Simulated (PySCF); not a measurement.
C₅H₁₀Si

| atom | x (Å) | y (Å) | z (Å) |
| --- | --- | --- | --- |
| C | 2.0560 | -0.8841 | 0.3938 |
| C | 2.2054 | 0.5258 | -0.0682 |
| C | 0.8971 | 0.0669 | 0.5132 |
| Si | -0.5897 | -0.1438 | -0.6073 |
| C | -2.2736 | -0.5092 | 0.1495 |
| C | -2.1075 | 0.9375 | -0.3451 |
| H | 2.0070 | -1.6624 | -0.3534 |
| H | 2.5668 | -1.1884 | 1.2955 |
| H | 2.2567 | 0.7100 | -1.1310 |
| H | 2.8202 | 1.1958 | 0.5146 |
| H | 0.6868 | 0.4181 | 1.5167 |
| H | -0.3067 | -0.6351 | -1.9491 |
| H | -2.9926 | -1.1058 | -0.3922 |
| H | -2.3872 | -0.6318 | 1.2173 |
| H | -2.1200 | 1.7008 | 0.4197 |
| H | -2.7264 | 1.2147 | -1.1855 |

Geometry: GFN2-xTB.

All numbers below come from CAM-B3LYP/def2-SVPD, SCF density, gas phase (PySCF).

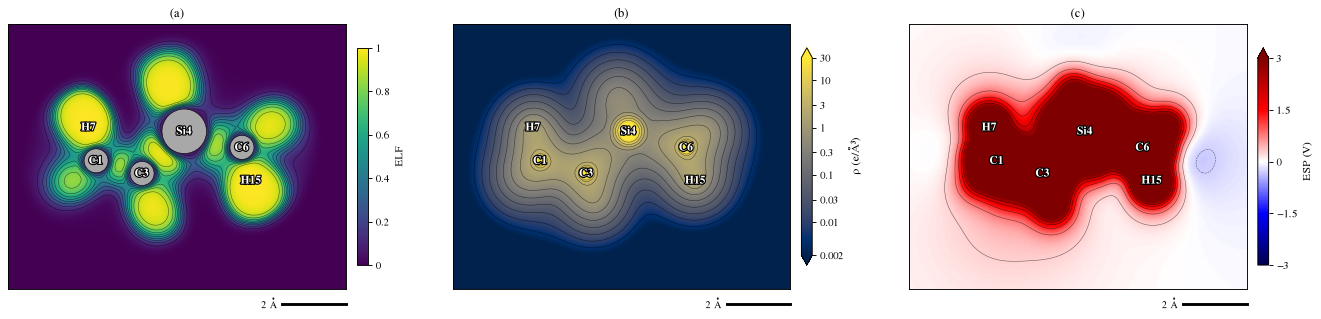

Figure 1. (a) electron localisation function; (b) electron density; (c) molecular electrostatic potential on the plane of atoms C3, Si4 and C6. Grey discs cover the atomic cores in the ELF map.

> What do the fields say about this system?

The section cuts through C, Si and H sites.
C–C (1.50 Å): the density is about 1.6 e/Å³ at the midpoint; the ELF peaks at about 0.85 between the atoms, as expected for localised, covalent bonding.
C–Si (1.87 Å): ρ at the midpoint is about 0.96 e/Å³; the ELF peaks at about 0.95 between the atoms; localised, covalent bonding.
C–H (1.08 Å): the density is about 2 e/Å³ at the midpoint; the ELF climbs to about 1 towards the hydrogen, as it does in any bond to H: an ordinary covalent bond to hydrogen.
Outside the dense part of the molecule the potential is most negative (−0.3 V) near H16, which lies off the plane.

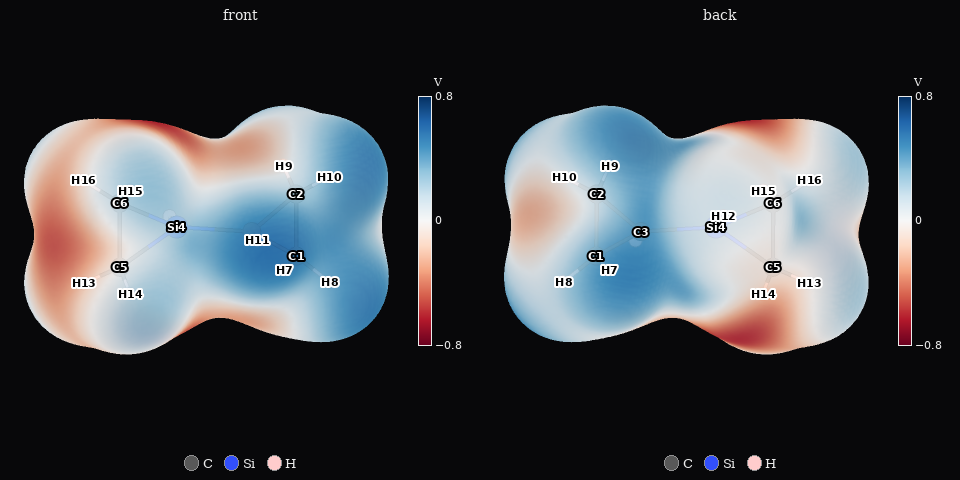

Figure 2. The molecular electrostatic potential painted on the density surface at 0.001 e/bohr³, seen from the front and from behind; the colour scale runs from red (negative) to blue (positive).

> Where is the surface potential most negative and most positive?

The most negative region (about −0.6 V, or −14 kcal/mol for a unit charge) lies over C5 and C6, the most positive (about +0.6 V, or +14 kcal/mol for a unit charge) over H8, H10 and H11.

> How polar is the molecule by this calculation?

Its dipole moment is 1.00 D.
